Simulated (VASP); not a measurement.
Band structure of Mg3ZnTe4 (ordered alloy cell). All values below come from PBEsol GGA, VASP's PBE PAW potentials (set 64) (plane waves; VASP 6.6.1).

Unless said otherwise, spin-orbit coupling is left out, though it shifts the bands of the heavy elements here.

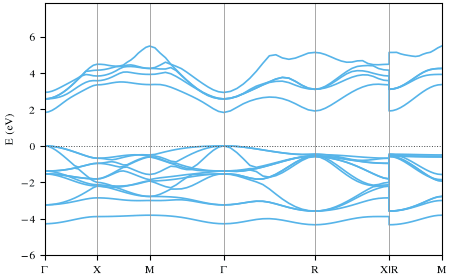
Bands along high-symmetry lines, zero at the valence-band maximum or, without a gap, the Fermi level

Problem. Read the plot: is there a gap, and where are the band edges?

Solution. The gap is direct, 1.84 eV, from the valence maximum at Γ to the conduction minimum at Γ. (Edges off the drawn lines would not show.)

The structure was generated: Mg3ZnTe4 was put into an ordered model structure (P-43m), which need not be its known phase. It was relaxed first.
